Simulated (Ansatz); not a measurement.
# Cl2F2HOTa···HBr: what the fields show

The calculation's input:

```
crystal:
  periodic: [false, false, false]
  atoms:
    - { symbol: Ta, position_ang: [-0.069503, 0.066663, 0.018014] }
    - { symbol: O, position_ang: [1.909787, -0.010533, -0.059873] }
    - { symbol: H, position_ang: [2.356247, -0.06272, 0.810228] }
    - { symbol: F, position_ang: [0.211362, -0.088744, 1.900204] }
    - { symbol: Cl, position_ang: [-0.052062, 0.373105, -2.294764] }
    - { symbol: F, position_ang: [-0.876807, 1.726337, 0.309648] }
    - { symbol: Cl, position_ang: [-1.581939, -1.670158, 0.039319] }
    - { symbol: Br, position_ang: [1.66046, -3.111003, -1.311237] }
    - { symbol: H, position_ang: [2.435356, -1.823747, -1.199739] }
basis:
  gaussian: { orbitals: def2-SVP }
hamiltonian:
  xc: pbe
relax:
  f_tol: 0.03
  max_steps: 50
output:
  orbitals: {}
```

Launched as:

```sh
ansatz run input.yaml --threads 4 --pin off --max-ram 5120MiB --backend cpu --events-out ev --progress --plain --runs-dir out
```

The fields are those of the run's last geometry, not of the input's.

Core potentials replace the inner electrons of Ta.

The calculation used Ansatz, RKS PBE/def2-SVP.

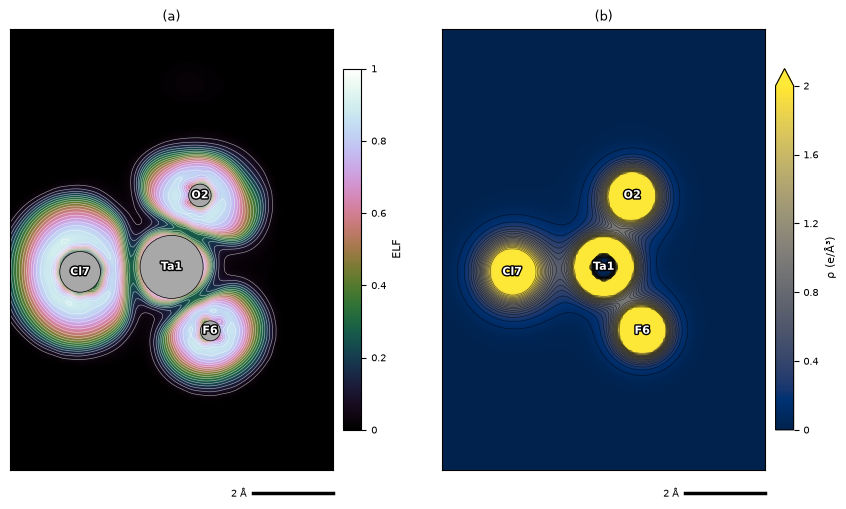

Figure 1. (a) electron localisation function; (b) electron density on the plane of atoms O2, Ta1 and Cl7. Grey discs cover the atomic cores in the ELF map.

Q: Describe what can be read from this map.

A: The section cuts through Ta, O, F and Cl sites. Ta–F (1.88 Å): the density is about 1 e/Å³ at the midpoint; the ELF peaks at about 0.85 in the valence shell of F, 0.5 Å from its nucleus, and drops to about 0.25 between the two atoms. Ta–O (1.92 Å): the density is about 1 e/Å³ at the midpoint; the ELF peaks at about 0.85 in the valence shell of O, 0.6 Å from its nucleus, and drops to about 0.25 between the two atoms. Ta–Cl (2.29 Å): ρ is about 0.68 e/Å³ halfway; the ELF peaks at about 0.85 in the valence shell of Cl, 0.8 Å from its nucleus, and is about 0.40 at the midpoint.

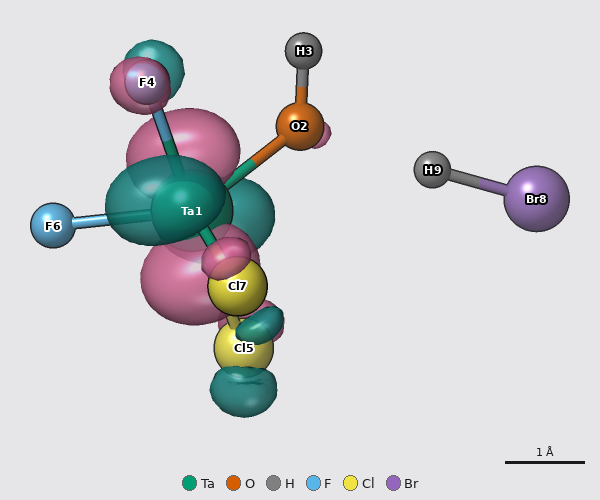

Figure 2. The LUMO at ±0.2 Å⁻³ᐟ² (teal and pink are the two phases), seen at a tilt.

Q: Describe this orbital and give its energy.

A: By Hirshfeld shares it lies mainly on Ta1 (about 65 %), Cl5 (about 10 %), Cl7 (about 10 %) and F4 (about 10 %). Its energy is −4.17 eV.
